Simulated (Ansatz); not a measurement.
# quartet NH+: levels of theory compared

We compute a comparison of 6 runs (U-revPBE/3-21G, U-revPBE/6-311G**, UBHLYP/6-311G**, RPA@PBE/3-21G, UCCSDT(Q)/6-311G**, UCCSD/3-21G) of quartet NH+. 

Program for the calculation: Ansatz 0.2.0.

8 further runs of the same task are left out: 2 that didn't finish, 6 set aside as unsound or not needed.

### Step 1. Starting point

NH+ has 2 atoms, charge +1, and is taken as a quartet. SMILES of the parent species: `[NH+]`. The shape is that of a GFN2-xTB optimisation. That shape belongs to the parent species and isn't relaxed for this state.

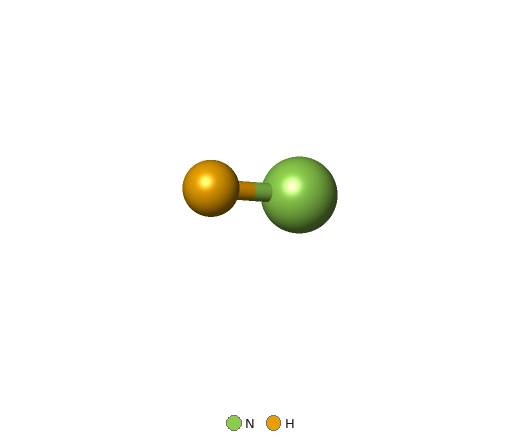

The structure, seen from a chosen angle (nitrogen green, hydrogen amber).

### Step 2. A single-point energy at U-revPBE/3-21G (run 1)

Input file run.yaml:

```yaml
crystal:
  periodic: [false, false, false]
  atoms:
    - {symbol: "N", position_ang: [0.000000, 0.000000, 0.000000]}
    - {symbol: H, position_ang: [0.000000, 0.000000, 1.092650]}
basis:
  gaussian: {orbitals: 3-21G.json}
total_charge: 1
magnetization: {spin_polarized: true, initial_magnetization: 3}
hamiltonian: {xc: {name: revPBE}}
accuracy: high
```

The basis set 3-21G is read from a file made from the Basis Set Exchange's data (not shown).

On the command line:

```sh
$ ansatz run run.yaml --threads 1 --pin off --max-ram 2610MiB --events-out events.jsonl --progress --plain --runs-dir runs
```

The program printed:

```text
Warning: RAYON_NUM_THREADS=1 ignored (pool sized by the plan → 1); use --threads N
Functional definition: revPBE
  name "revPBE"
  parameter kappa = 1.245
  parameter beta = 0.06672455060314922
  exchange = pbe_x(kappa = kappa, mu = beta*pi^2/3)
  correlation = pbe_c(beta = beta)
210 factors; integrals over basis functions are off by at most 3.6e-9 eV
mean field evaluation 1: about -1478.7538 eV, gradient 2.0e1 eV
mean field evaluation 2: about -1479.3888 eV, gradient 1.6e1 eV
mean field evaluation 4: about -1480.5861 eV, gradient 4.8e-1 eV
mean field evaluation 8: about -1480.5783 eV, gradient 7.0e-3 eV
mean field evaluation 16: about -1480.5783 eV, gradient 1.3e-8 eV
mean field -1480.57831353 eV, -54.4102494502 hartree, gradient 1.3e-8 eV, S^2 3.750649; 0 other end points of the search recorded, 0 dependent functions left out
reference -1480.57831469 eV, -54.4102494927 hartree; 5, 2 occupied and 6, 9 virtual orbitals, 210 factors
Total energy: -1480.57831469 eV, -54.4102494927 hartree
```

It took 0.4 s on 1 thread of Arm Neoverse V1, shared host.

### Step 3. A single-point energy at U-revPBE/6-311G(d,p) (run 2)

Input file input.yaml:

```yaml
crystal:
  periodic: [false, false, false]
  atoms:
    - {symbol: "N", position_ang: [0.000000, 0.000000, 0.000000]}
    - {symbol: H, position_ang: [0.000000, 0.000000, 1.092650]}
basis:
  gaussian:
    orbitals: 6-311G_st__st_.json
accuracy: high
magnetization:
  spin_polarized: true
  initial_magnetization: 3
total_charge: 1
hamiltonian:
  xc: {name: revPBE}
```

The basis set 6-311G** is read from a file made from the Basis Set Exchange's data (not shown).

On the command line:

```sh
$ ansatz run input.yaml --threads 1 --pin off --max-ram 2610MiB --events-out events.jsonl --progress --plain --runs-dir runs
```

The program printed (excerpt; [...] marks lines left out):

```text
Warning: RAYON_NUM_THREADS=1 ignored (pool sized by the plan → 1); use --threads N
[... 6 set-up lines as earlier in the session ...]
357 factors; integrals over basis functions are off by at most 3.5e-9 eV
mean field evaluation 1: about -1486.5414 eV, gradient 2.4e1 eV
mean field evaluation 2: about -1487.1301 eV, gradient 2.1e1 eV
mean field evaluation 4: about -1489.0430 eV, gradient 4.9e-1 eV
mean field evaluation 8: about -1489.0427 eV, gradient 7.7e-4 eV
mean field evaluation 16: about -1489.0427 eV, gradient 2.5e-8 eV
mean field -1489.04273800 eV, -54.7213113121 hartree, gradient 2.5e-8 eV, S^2 3.751331; 0 other end points of the search recorded, 0 dependent functions left out
reference -1489.04274013 eV, -54.7213113903 hartree; 5, 2 occupied and 19, 22 virtual orbitals, 357 factors
Total energy: -1489.04274013 eV, -54.7213113903 hartree
```

Wall time 0.55 s (1 thread of Arm Neoverse V1, shared host).

### Step 4. A single-point energy at UBHLYP/6-311G(d,p) (run 3)

Input file run.yaml:

```yaml
crystal:
  periodic: [false, false, false]
  atoms:
    - {symbol: N, position_ang: [0.000000, 0.000000, 0.000000]}
    - {symbol: H, position_ang: [0.000000, 0.000000, 1.092650]}
basis:
  gaussian:
    orbitals: 6-311G_st__st_.json
total_charge: 1
magnetization:
  spin_polarized: true
  initial_magnetization: 3
hamiltonian:
  xc: {name: BHLYP}
accuracy: high
```

The basis set 6-311G** is read from a file made from the Basis Set Exchange's data (not shown).

On the command line:

```sh
$ ansatz run run.yaml --threads 1 --pin off --max-ram 2610MiB --events-out events.jsonl --progress --plain --runs-dir runs
```

The program printed:

```text
Warning: RAYON_NUM_THREADS=1 ignored (pool sized by the plan → 1); use --threads N
Functional definition: BHLYP
  name "BHLYP"
  parameter a = 0.5
  exchange = (1 - a)*b88_x + a*exact_x
  correlation = lyp_c
357 factors; integrals over basis functions are off by at most 3.5e-9 eV
mean field evaluation 1: about -1487.9332 eV, gradient 1.6e1 eV
mean field evaluation 2: about -1488.7552 eV, gradient 6.5e0 eV
mean field evaluation 4: about -1488.9207 eV, gradient 2.1e-1 eV
mean field evaluation 8: about -1488.9219 eV, gradient 2.1e-3 eV
mean field evaluation 16: about -1488.9219 eV, gradient 1.2e-8 eV
mean field -1488.92194701 eV, -54.7168723250 hartree, gradient 1.2e-8 eV, S^2 3.751978; 0 other end points of the search recorded, 0 dependent functions left out
reference -1488.92195933 eV, -54.7168727780 hartree; 5, 2 occupied and 19, 22 virtual orbitals, 357 factors
Total energy: -1488.92195933 eV, -54.7168727780 hartree
```

Run time: 0.56 s. Hardware: 1 thread of Arm Neoverse V1, shared host.

Runs 4 to 5 aren't shown in full; the table further down has their settings and results.

### Step 5. The energy at UCCSD/3-21G (run 6)

Input file job.yaml:

```yaml
crystal:
  periodic: [false, false, false]
  atoms:
    - {symbol: "N", position_ang: [0.000000, 0.000000, 0.000000]}
    - {symbol: H, position_ang: [0.000000, 0.000000, 1.092650]}
basis:
  gaussian:
    orbitals: 3-21G.json
accuracy: high
correlation:
  method: ccsd
  frozen_orbitals: {H: 0, "N": 1}
magnetization:
  spin_polarized: true
  initial_magnetization: 3
total_charge: 1
scf:
  omitted_lower_state_checks: [cluster_reference, increment]
```

The basis set 3-21G is read from a file made from the Basis Set Exchange's data (not shown).

On the command line:

```sh
$ ansatz run job.yaml --threads 1 --pin off --max-ram 2610MiB --events-out events.jsonl --progress --plain --runs-dir runs
```

The program printed (excerpt; [...] marks lines left out):

```text
Warning: RAYON_NUM_THREADS=1 ignored (pool sized by the plan → 1); use --threads N
Functional definition: HF
  name "HF"
[...]
210 factors; integrals over basis functions are off by at most 3.6e-9 eV
[...]
mean field -1475.79339594 eV, -54.2344069722 hartree, gradient 9.3e-9 eV, S^2 3.752398; 0 other end points of the search recorded, 0 dependent functions left out
1 core orbitals not correlated: weight in the atoms' cores, before any rotation towards them, 1.000 or more for the frozen orbitals, at most 0.000 for the correlated occupied ones
reference -1475.79339594 eV, -54.2344069722 hartree; 4, 1 occupied and 6, 9 virtual orbitals, 210 factors
second order -0.94049975 eV of doubles, -0.00000000 eV of singles
cycle   1  -1.11801193 eV  change   -1.8e-1 eV  update   2.7e-2
[...]
cycle  16  -1.20171458 eV  change  -3.1e-10 eV  update  4.1e-10
Total energy: -1476.99511052 eV, -54.2785691683 hartree
Checks for a lower state left out: cluster_reference, increment
```

It took 0.18 s on 1 thread of Arm Neoverse V1, shared host.

### Step 6. The series

```
run               level  frozen core orbitals  energy (Eh)   ⟨S²⟩  wall time
  1      U-revPBE/3-21G                     –   -54.410249  3.751      0.4 s
  2   U-revPBE/6-311G**                     –   -54.721311  3.751     0.55 s
  3     UBHLYP/6-311G**                     –   -54.716873  3.752     0.56 s
  4       RPA@PBE/3-21G                     1   -54.316598  3.751     0.44 s
  5  UCCSDT(Q)/6-311G**                     1   -54.630595  3.754      1.8 s
  6         UCCSD/3-21G                     1   -54.278569  3.752     0.18 s
```

### Step 7. Summary of results

| quantity | value |
| --- | --- |
| run 6: total energy | -54.27857 Eh |
| run 6: correlation energy (1 core orbital frozen) | -44.2 mEh |
| run 6: ⟨S²⟩ of the reference determinant | 3.752 |
| run 6: T1 diagnostic | 0.006 |

What this shows: Totals of different functionals can't be ranked against each other. All runs together took 3.9 s, the longest 1.8 s.
